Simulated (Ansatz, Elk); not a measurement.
## NaCoS2: X-ray structure factors from the self-consistent density

The structure of NaCoS2 used here is made up (a known structure type with other elements) and was relaxed beforehand with PBE. The aim is the Fourier transform of its all-electron density, F(hkl), set beside the sum over free spherical atoms that refinements use.

Method: DFT, PBE, all-electron APW+lo, Dirac cores, scalar-relativistic bands, static density, no spin, in Elk 11.2.3 (patched build).

The structure was built from a prototype and need not be the compound's stable phase.

## Step 1: Set-up

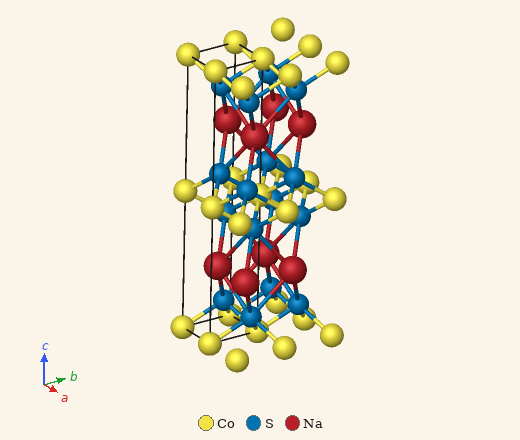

The starting structure, seen slightly off an axis (cobalt yellow, sulfur blue, sodium red). 2×2×1 cells are drawn. Bonds to atoms that aren't drawn are left out. Some periodic images of atoms are drawn too.

Coordinates:

```cif
data_structure
_symmetry_space_group_name_H-M 'P6_3/mmc'
_symmetry_Int_Tables_number 194
_cell_length_a 3.4552
_cell_length_b 3.4552
_cell_length_c 12.8044
_cell_angle_alpha 90.000
_cell_angle_beta 90.000
_cell_angle_gamma 120.000
_cell_volume 132.38
loop_
_atom_site_label
_atom_site_type_symbol
_atom_site_symmetry_multiplicity
_atom_site_Wyckoff_symbol
_atom_site_fract_x
_atom_site_fract_y
_atom_site_fract_z
_atom_site_occupancy
Co1 Co 2 a 0.00000 0.00000 0.00000 1
S1 S 4 f 0.33333 0.66667 0.08845 1
Na1 Na 2 d 0.33333 0.66667 0.75000 1
```

## Step 2: Ground state and structure factors

An all-electron density is needed, since X-rays see the cores too. Task 0 finds the density and task 195 Fourier-transforms it; tshift is off so that phases refer to the origin typed.

Contents of elk.in:

```
tasks
  0
  195

xctype
  20

spinpol
  .false.

rgkmax
  7.0

gmaxvr
  14.0

lmaxo
  7

lmaxapw
  8

swidth
  0.002

tshift
  .false.

ramdisk
  .false.

hmaxvr
  5.5

maxscl
  120

epspot
  1e-06

sppath
  './'

avec
  6.52929294727 0.00000000000 0.00000000000
  -3.26464647363 5.65453356108 0.00000000000
  0.00000000000 0.00000000000 24.19685204845

atoms
  3
  'Co.in'
  2
  -0.0000000000 -0.0000000000 0.0000000000   0.000000 0.000000 0.000000
  -0.0000000000 -0.0000000000 0.5000000000   0.000000 0.000000 0.000000
  'S.in'
  4
  0.3333333333 0.6666666667 0.0884472638   0.000000 0.000000 0.000000
  0.6666666667 0.3333333333 0.9115527362   0.000000 0.000000 0.000000
  0.6666666667 0.3333333333 0.5884472638   0.000000 0.000000 0.000000
  0.3333333333 0.6666666667 0.4115527362   0.000000 0.000000 0.000000
  'Na.in'
  2
  0.3333333333 0.6666666667 0.7500000000   0.000000 0.000000 0.000000
  0.6666666667 0.3333333333 0.2500000000   0.000000 0.000000 0.000000

ngridk
  7 7 2
```

Started as:

```sh
OMP_NUM_THREADS=4 elk
```

Numbers of over 12 decimals in the logs are rounded to 6 here.

Log:

```text
┌─────────────────────────┐
│ Elk code version 11.2.3 │
└─────────────────────────┘

All units are atomic (Hartree, Bohr, etc.)

┌─────────────────────────────────────────────────┐
│ Ground-state run starting from atomic densities │
└─────────────────────────────────────────────────┘

Lattice vectors :
   6.529292947       0.000000000       0.000000000
  -3.264646474       5.654533561       0.000000000
   0.000000000       0.000000000       24.19685205

Reciprocal lattice vectors :
  0.9623071530      0.5555882938      -0.000000000
   0.000000000       1.111176588       0.000000000
   0.000000000      -0.000000000      0.2596695345

Unit cell volume      :    893.3503449
Brillouin zone volume :   0.2776628619

Muffin-tin inner radius fraction :   0.1000000000E-01

Nuclei treated as point charges

Species : 1 (Co)
 parameters loaded from : Co.in
 name : cobalt
 nuclear charge    :   -27.00000000
 electronic charge :    27.00000000
 atomic mass :    107428.6517
 muffin-tin radius :    2.235565072
 number of radial points in muffin-tin :    993
 inner part over the whole radius :   0.9893161434E-02
 number on inner part of muffin-tin    :    699
 approximate nuclear radius :   0.7243775530E-04
 number of mesh points to nuclear radius :    335
 atomic positions (lattice), magnetic fields (Cartesian) :
  1 :   0.00000000  0.00000000  0.00000000    0.00000000  0.00000000  0.00000000
  2 :   0.00000000  0.00000000  0.50000000    0.00000000  0.00000000  0.00000000

Species : 2 (S)
 parameters loaded from : S.in
 name : sulphur
 nuclear charge    :   -16.00000000
 electronic charge :    16.00000000
 atomic mass :    58450.91931
 muffin-tin radius :    2.049267983
 number of radial points in muffin-tin :    793
 inner part over the whole radius :   0.9912269604E-02
 number on inner part of muffin-tin    :    553
 approximate nuclear radius :   0.6195814986E-04
 number of mesh points to nuclear radius :    252
 atomic positions (lattice), magnetic fields (Cartesian) :
  1 :   0.33333333 -0.33333333  0.08844726    0.00000000  0.00000000  0.00000000
  2 :  -0.33333333  0.33333333 -0.08844726    0.00000000  0.00000000  0.00000000
  3 :  -0.33333333  0.33333333 -0.41155274    0.00000000  0.00000000  0.00000000
  4 :   0.33333333 -0.33333333  0.41155274    0.00000000  0.00000000  0.00000000

Species : 3 (Na)
 parameters loaded from : Na.in
 name : sodium
 nuclear charge    :   -11.00000000
 electronic charge :    11.00000000
 atomic mass :    41907.78703
 muffin-tin radius :    2.200000000
 number of radial points in muffin-tin :    793
 inner part over the whole radius :   0.9883648912E-02
 number on inner part of muffin-tin    :    551
 approximate nuclear radius :   0.5574345702E-04
 number of mesh points to nuclear radius :    238
 atomic positions (lattice), magnetic fields (Cartesian) :
  1 :   0.33333333 -0.33333333 -0.25000000    0.00000000  0.00000000  0.00000000
  2 :  -0.33333333  0.33333333  0.25000000    0.00000000  0.00000000  0.00000000

Total number of atoms per unit cell :    8
Total muffin-tin volume :    326.9987181
 ratio of muffin-tin to unit cell volume :   0.3660363707

Spin treatment :
 spin-unpolarised

Number of Bravais lattice symmetries :   24
Number of crystal symmetries         :   24
Crystal has inversion symmetry
Real symmetric eigensolver will be used

k-point grid :      7     7     2
k-point offset :    0.000000000       0.000000000       0.000000000
k-point set is reduced with full crystal symmetry group
Total number of k-points :       16

Muffin-tin radius times maximum |G+k| :    7.000000000
 using average radius
Maximum |G+k| for APW functions       :    3.280954828
Maximum (1/2)|G+k|²                   :    5.382332291
Maximum |G| for potential and density :    14.00000000
Constant for pseudocharge density :    8
 order of it for each species :   15  15  15
 order of it for pair densities of each species (exact exchange by exxq0 0: 16) :   11   9  10
Radial integration step length :    1

[...]
correlation                 :     -5.912160
 electron entropic           :    -0.14566526978633E-04
 total energy                :     -4709.9765819061

Density of states at Fermi energy :   0.5168167629
 (states/Hartree/unit cell)

Estimated indirect band gap :   0.2248554975E-01
 from k-point 5 to k-point 3
Estimated direct band gap   :   0.3447320576E-01
 at k-point 3

Charges :
 core                        :    68.00000000
 valence                     :    72.00000000
 interstitial                :    11.16710567
 muffin-tins (core leakage)
  species : 1 (Co)
[...]
species : 2 (S)
[...]
species : 3 (Na)
[...]
total in muffin-tins        :    128.8328943
 total calculated charge     :    139.9967393
 total charge                :    140.0000000
 error                       :   0.3260681841E-02

RMS change in Kohn-Sham potential (target) :   0.6174274470     (  0.1000000000E-05)
Absolute change in total energy (target)   :   0.4759001723     (  0.1000000000E-03)

[... loops 3 to 16 left out ...]

┌──────────────────┐
│ Loop number : 17 │
└──────────────────┘

Energies :
 Fermi                       :     0.202155
 sum of occupied eigenvalues :     -2669.7469813085
 electron kinetic            :      4757.0477749015
 core electron kinetic       :      4334.3760130412
 Coulomb                     :     -9214.9704566419
 Coulomb potential           :     -7101.8754835329
 nuclear-nuclear             :     -648.54888113535
 electron-nuclear            :     -10049.277602145
 Hartree                     :      1482.8560266383
 Madelung                    :     -5664.0327148755
 xc potential                :     -324.91927267716
 exchange                    :     -244.97645443994
 correlation                 :     -5.896055
 electron entropic           :    -0.15930650318387E-04
 total energy                :     -4708.7952067844

Density of states at Fermi energy :   0.5274654748
 (states/Hartree/unit cell)

Estimated indirect band gap :   0.2350143472E-01
 from k-point 2 to k-point 3
Estimated direct band gap   :   0.3004784212E-01
 at k-point 3

Charges :
 core                        :    68.00000000
 valence                     :    72.00000000
 interstitial                :    11.67920322
 muffin-tins (core leakage)
  species : 1 (Co)
[...]
species : 2 (S)
[...]
species : 3 (Na)
[...]
total in muffin-tins        :    128.3207968
 total calculated charge     :    139.9967508
 total charge                :    140.0000000
 error                       :   0.3249234174E-02

RMS change in Kohn-Sham potential (target) :   0.7756722942E-07 (  0.1000000000E-05)
Absolute change in total energy (target)   :   0.4006936342E-04 (  0.1000000000E-03)

Convergence targets achieved

┌──────────────────┐
│ Loop number : 18 │
└──────────────────┘

Energies :
 Fermi                       :     0.202155
 sum of occupied eigenvalues :     -2669.7469786785
 electron kinetic            :      4757.0477759703
 core electron kinetic       :      4334.3760142668
 Coulomb                     :     -9214.9704555573
 Coulomb potential           :     -7101.8754850836
 nuclear-nuclear             :     -648.54888113535
 electron-nuclear            :     -10049.277598317
 Hartree                     :      1482.8560238946
 Madelung                    :     -5664.0327130155
 xc potential                :     -324.91926956523
 exchange                    :     -244.97645434940
 correlation                 :     -5.896055
 electron entropic           :    -0.15930637745045E-04
 total energy                :     -4708.7952045379

Density of states at Fermi energy :   0.5274649871
 (states/Hartree/unit cell)

Estimated indirect band gap :   0.2350143865E-01
 from k-point 2 to k-point 3
Estimated direct band gap   :   0.3004784551E-01
 at k-point 3

Charges :
 core                        :    68.00000000
 valence                     :    72.00000000
 interstitial                :    11.67920312
 muffin-tins (core leakage)
  species : 1 (Co)
[...]
species : 2 (S)
[...]
atom 4                    :    14.08573013     (  0.1912486917E-03)
  species : 3 (Na)
   atom 1                    :    10.05456294     ( -0.9715865312E-07)
   atom 2                    :    10.05456294     ( -0.9715865312E-07)
 total in muffin-tins        :    128.3207969
 total calculated charge     :    139.9967508
 total charge                :    140.0000000
 error                       :   0.3249234202E-02

┌──────────────────────────────┐
│ Self-consistent loop stopped │
└──────────────────────────────┘

Warning : core states of species 1 leak from the muffin-tin :   0.1107812315E-02

Warning : core states of species 2 leak from the muffin-tin :   0.1912486917E-03

Wrote STATE.OUT
```

It took 27 s on 4 threads of Intel Xeon 6975P-C (Granite Rapids), shared host; peak memory 0.25 GiB.

SFACRHO.OUT:

```text

h k l indices transformed by vhmat matrix:
   1.000000000       0.000000000       0.000000000    
   0.000000000       1.000000000       0.000000000    
   0.000000000       0.000000000       1.000000000    

      h      k      l  multipl.   |H|            Re(F)            Im(F)           |F|

      0      0      0      1   0.0000000       140.00000      0.53376479E-16   140.00000    
      0      0     -1      2  0.25966953      0.26372436E-14 -0.15497158E-14  0.30588680E-14
      0      0      2      2  0.51933907       57.575109     -0.61776026E-14   57.575109    
      0      0      3      2  0.77900860      0.59352708E-14  0.10848011E-13  0.12365548E-13
      0      0      4      2   1.0386781       32.873498     -0.61299230E-14   32.873498    
      1      0      0      6   1.1111766       11.666134      0.30994316E-14   11.666134    
      0      1      1      6   1.1411142       7.1140599      0.77485791E-15   7.1140599    
      0      1     -1      6   1.1411142      -7.1140599     -0.77485791E-15   7.1140599    
      1     -1      2      6   1.2265506       41.788411     -0.46491474E-14   41.788411    
      1     -1     -2      6   1.2265506       41.788411      0.46491474E-14   41.788411    
      0      0     -5      2   1.2983477      0.48248521E-14 -0.17046874E-13  0.17716521E-13
     -1      1      3      6   1.3570438      -52.455080      0.14722300E-13   52.455080    
      1      0     -3      6   1.3570438       52.455080      -0.0000000       52.455080    
      1     -1      4      6   1.5210410       44.753350     -0.34093748E-13   44.753350    
      1      0      4      6   1.5210410       44.753350      0.30994316E-14   44.753350    
      0      0      6      2   1.5580172      -16.152252     -0.63062178E-14   16.152252    
      1     -1     -5      6   1.7089237      0.99832864     -0.27120027E-13  0.99832864    
      0     -1     -5      6   1.7089237     -0.99832865     -0.15497158E-13  0.99832865
```

Elk indexes on the primitive cell of elk.in and gives |H| = 4π sin θ/λ in inverse bohr. Below, one row stands for each form hkl of the conventional cell (m members, Friedel mates merged), F is for one primitive cell and the density is static (no thermal factor). Free-atom factors are Waasmaier and Kirfel's, and R is Σm||F|−|F'||/Σm|F|.

| hkl | m | sin θ/λ (Å⁻¹) | abs F, DFT | neutral atoms | diff. |
| --- | --- | --- | --- | --- | --- |
| 001 | 2 | 0.039 | 0.000 | 0.000 | +0.000 |
| 002 | 2 | 0.078 | 57.575 | 57.057 | +0.518 |
| 003 | 2 | 0.117 | 0.000 | 0.000 | +0.000 |
| 004 | 2 | 0.156 | 32.873 | 33.136 | -0.262 |
| 100 | 6 | 0.167 | 11.666 | 11.645 | +0.021 |
| 101 | 12 | 0.172 | 7.114 | 6.657 | +0.457 |
| 102 | 12 | 0.184 | 41.788 | 41.613 | +0.176 |
| 005 | 2 | 0.195 | 0.000 | 0.000 | +0.000 |
| 103 | 12 | 0.204 | 52.455 | 52.280 | +0.175 |
| 104 | 12 | 0.229 | 44.753 | 44.875 | -0.122 |
| 006 | 2 | 0.234 | 16.152 | 16.193 | -0.041 |
| 105 | 12 | 0.257 | 0.998 | 0.989 | +0.009 |
| 007 | 2 | 0.273 | 0.000 | 0.000 | +0.000 |
| 106 | 12 | 0.288 | 61.006 | 61.404 | -0.397 |

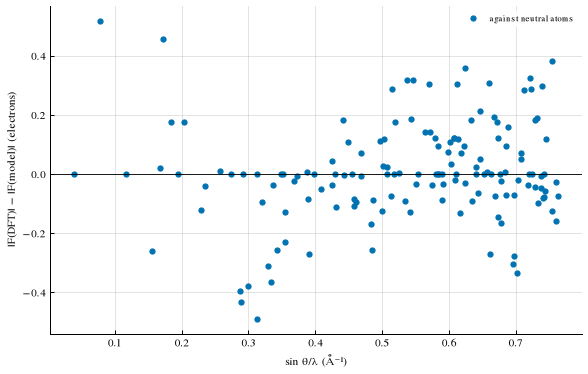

Difference between the calculated structure factors and the independent-atom ones.

## Step 3: The highest occupied states alone

An energy window below the Fermi level keeps the highest occupied states, to see at which angles they scatter; shallow core shells can lie inside it and anion s states outside. No new self-consistency is needed.

Changes to elk.in since step 2:

```diff
@@ -1,3 +1,2 @@
 tasks
-  0
   195
@@ -40,2 +39,5 @@
 
+wsfac
+  -0.349090 0.502150
+
 sppath
```

Started as:

```sh
OMP_NUM_THREADS=4 elk
```

Log:

```text
┌─────────────────────────────────┐
│ Elk code version 11.2.3 started │
└─────────────────────────────────┘

Info(readinput): the functional depends on the density's gradient
 muffin-tin radial points multiplied by    2.00000
 (not where nrmtscf is given)

┌────────────────────┐
│ Current task : 195 │
└────────────────────┘
Info(checkmt): changed muffin-tin radius of species 1 (Co) from   2.4000 to   2.2356
Info(checkmt): changed muffin-tin radius of species 2 (S) from   2.2000 to   2.0493

Info(sfacrho): density structure factors written to SFACRHO.OUT

 Energy window :  -0.3490900000      0.5021500000

┌──────────────────┐
│ Elk code stopped │
└──────────────────┘
```

Wall time 9.2 s (4 threads); peak memory 0.19 GiB.

States within 15 eV below the Fermi level hold 44.00 electrons; any levels below the window count with the cores. Their amplitudes can exceed the total, where window and core parts have opposite phase:

| hkl | sin θ/λ (Å⁻¹) | abs F, window | abs F, all |
| --- | --- | --- | --- |
| 001 | 0.039 | 0.000 | 0.000 |
| 002 | 0.078 | 24.005 | 57.575 |
| 003 | 0.117 | 0.000 | 0.000 |
| 004 | 0.156 | 4.714 | 32.873 |
| 100 | 0.167 | 6.181 | 11.666 |
| 101 | 0.172 | 4.712 | 7.114 |
| 102 | 0.184 | 8.740 | 41.788 |
| 005 | 0.195 | 0.000 | 0.000 |
| 103 | 0.204 | 5.720 | 52.455 |
| 104 | 0.229 | 9.914 | 44.753 |

## Step 4: Another functional

The difference from free atoms is small, so it is set against the change that PBEsol makes.

Changes to elk.in since step 3:

```diff
@@ -1,2 +1,3 @@
 tasks
+  0
   195
@@ -4,3 +5,3 @@
 xctype
-  20
+  22
 
@@ -39,5 +40,2 @@
 
-wsfac
-  -0.349090 0.502150
-
 sppath
```

Started as:

```sh
OMP_NUM_THREADS=4 elk
```

Log:

```text
┌─────────────────────────┐
│ Elk code version 11.2.3 │
└─────────────────────────┘

All units are atomic (Hartree, Bohr, etc.)

┌─────────────────────────────────────────────────┐
│ Ground-state run starting from atomic densities │
└─────────────────────────────────────────────────┘

Lattice vectors :
   6.529292947       0.000000000       0.000000000
  -3.264646474       5.654533561       0.000000000
   0.000000000       0.000000000       24.19685205

Reciprocal lattice vectors :
  0.9623071530      0.5555882938      -0.000000000
[...]
species : 3 (Na)
   atom 1                    :    10.05499620     ( -0.9715865446E-07)
   atom 2                    :    10.05499620     ( -0.9715865446E-07)
 total in muffin-tins        :    128.2511497
 total calculated charge     :    139.9967036
 total charge                :    140.0000000
 error                       :   0.3296411090E-02

┌──────────────────────────────┐
│ Self-consistent loop stopped │
└──────────────────────────────┘

Warning : core states of species 1 leak from the muffin-tin :   0.1131983196E-02

Warning : core states of species 2 leak from the muffin-tin :   0.1925978810E-03

Wrote STATE.OUT
[key lines of the parts left out:]
total energy                :     -4703.0765944901
```

It took 27 s on 4 threads; peak memory 0.26 GiB; 70 s of CPU time.

Against the first run R = 0.07 %; the largest change is -0.059 at 103.

## Step 5: Basis size

A smaller basis shows how fast F responds to it; the change is likely larger than the basis error of the first run, but doesn't show convergence.

Changes to elk.in since step 4:

```diff
@@ -5,3 +5,3 @@
 xctype
-  22
+  20
 
@@ -11,3 +11,3 @@
 rgkmax
-  7.0
+  5.5
```

Started as:

```sh
OMP_NUM_THREADS=4 elk
```

Log:

```text
┌─────────────────────────┐
│ Elk code version 11.2.3 │
└─────────────────────────┘

All units are atomic (Hartree, Bohr, etc.)

┌─────────────────────────────────────────────────┐
│ Ground-state run starting from atomic densities │
└─────────────────────────────────────────────────┘

Lattice vectors :
   6.529292947       0.000000000       0.000000000
  -3.264646474       5.654533561       0.000000000
   0.000000000       0.000000000       24.19685205

Reciprocal lattice vectors :
  0.9623071530      0.5555882938      -0.000000000
[...]
species : 3 (Na)
   atom 1                    :    10.05018265     ( -0.9715865845E-07)
   atom 2                    :    10.05018265     ( -0.9715865845E-07)
 total in muffin-tins        :    128.1026380
 total calculated charge     :    139.9967738
 total charge                :    140.0000000
 error                       :   0.3226233174E-02

┌──────────────────────────────┐
│ Self-consistent loop stopped │
└──────────────────────────────┘

Warning : core states of species 1 leak from the muffin-tin :   0.1105751197E-02

Warning : core states of species 2 leak from the muffin-tin :   0.1904084099E-03

Wrote STATE.OUT
[key lines of the parts left out:]
total energy                :     -4708.6539150396
```

Run time: 22 s. Hardware: 4 threads; peak memory 0.23 GiB.

Against the first run R = 0.07 %; the largest change is +0.095 at 0 0 12.

## Step 6: Settings against the effect

| run | R against the first run (%) | R against neutral atoms, low angle (%) | wall time |
| --- | --- | --- | --- |
| PBE, rgkmax 7 | 0.00 | 0.67 | 27 s |
| PBEsol | 0.07 | 0.66 | 27 s |
| rgkmax 5.5 | 0.07 | 0.69 | 22 s |

## Step 7: Outcome

```json
{
 "R against neutral atoms, sin θ/λ < 0.3 Å⁻¹": "0.67 %",
 "R against neutral atoms, 0.3 to 0.76 Å⁻¹": "0.70 %"
}
```

In words: Independent neutral atoms miss the calculated amplitudes by R = 0.67 % below 0.3 Å⁻¹ and 0.70 % from there to 0.76 Å⁻¹; by shells, 0.90 % below 0.15 Å⁻¹ (1 form), 0.66 % 0.15 to 0.3 (11 forms), 0.51 % 0.3 to 0.45 (20 forms), 0.74 % above 0.45 (92 forms). Bonding, aspherical density and the tables' own atoms all enter these figures, and the runs don't part them. The largest change of an amplitude is +0.52 electrons, at 002. The window's part falls from 44.0 electrons at the origin to at most 2.89 between 0.45 and 0.76 Å⁻¹, where compact states inside the window still scatter. Below 0.3 Å⁻¹ the changes that finished (PBEsol and rgkmax 5.5) move F by R = 0.08 % at most, against the 0.67 % that separates it from free atoms. The k-mesh has no finished test. These runs have no spin, though d or f shells may be open. Part of the difference isn't bonding: the tables are fits to free atoms and ions calculated by other methods than this functional. Thermal motion, anomalous dispersion and extinction are left out.

[Logs are printed without paths, hosts, clocks, repeated set-up lines and the standing remarks that a program may print on its own settings, such as how far it seeks lower states.]

[Hosts, paths, dates, database ids (printed as entryN), source tags and the programs' standing remarks are cut or masked in the printed files.]
